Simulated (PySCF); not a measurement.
C6H14N, SMILES C[C](C)NC(C)C, doublet at its GFN2-xTB optimised geometry (Å):

```
21

C     -2.2119    -0.5191     0.0000
C     -0.7195    -0.5191     0.0000
C     -0.0075    -1.8114    -0.2388
N     -0.1121     0.4156     0.8537
C      1.2890     0.7531     0.7066
C      1.5678     1.5237    -0.5909
C      1.7222     1.5667     1.9237
H     -2.6332    -1.0326     0.8757
H     -2.5874    -1.0283    -0.8866
H     -2.6006     0.4994     0.0000
H     -0.6514    -2.4816    -0.8022
H      0.9122    -1.6697    -0.8099
H      0.2650    -2.3117     0.6992
H     -0.6865     1.2410     0.9766
H      1.8503    -0.1862     0.6904
H      2.6332     1.7050    -0.7065
H      1.0507     2.4816    -0.5790
H      1.2127     0.9511    -1.4446
H      1.5069     1.0178     2.8369
H      1.1884     2.5149     1.9558
H      2.7884     1.7722     1.8814
```

Computed with unrestricted B3LYP/def2-SVP (PySCF). Cells within 0.4 Å of a nucleus heavier than hydrogen are left out (blank, or x).

Map of the deformation density (molecule minus spherical neutral atoms) (e/bohr³) on the plane z = 0.8 Å:

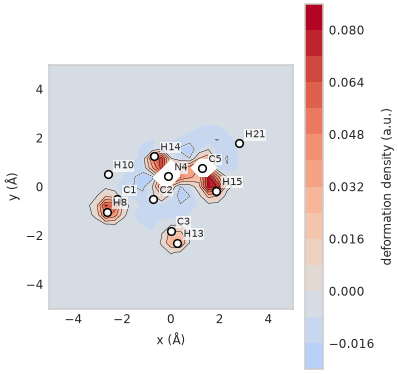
*Deformation density (molecule minus spherical neutral atoms) (e/bohr³) on the plane z = 0.8 Å.*
